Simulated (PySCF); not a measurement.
Molecule: SMILES B/C=[CH]\[GeH3]. Atoms near the plane z = 0.0 Å, at the GFN2-xTB optimised geometry (x, y, z in Å): B1 (1.4, -1.4, 0.0), C2 (-0.1, -1.4, 0.0), C3 (-0.9, -0.3, 0.0), Ge4 (-0.3, 1.5, 0.0), H5 (2.0, -2.4, 0.0), H6 (2.0, -0.4, 0.0), H7 (-0.7, -2.4, 0.0), H8 (-2.0, -0.4, 0.0), H9 (-1.5, 2.4, 0.0).

Level of theory: PBE0/def2-TZVP in PySCF. Cells within 0.4 Å of a nucleus heavier than hydrogen are left out (blank, or x). The values are rescaled to run from 0 to 1.

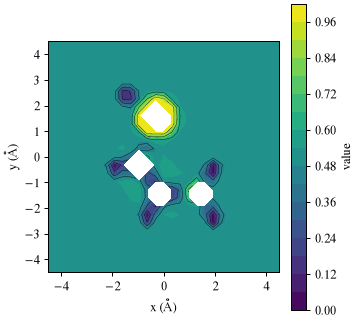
Figure: a field on the plane z = 0.0 Å.

### Question
Which quantity is mapped?
(A) electrostatic potential
(B) deformation density (molecule minus spherical neutral atoms)
(C) log10 of the electron density
(D) Laplacian of the electron density

### Answer
D, Laplacian of the electron density. In full: Laplacian of the electron density (e/bohr⁵), clipped to [-1.50, 1.50].
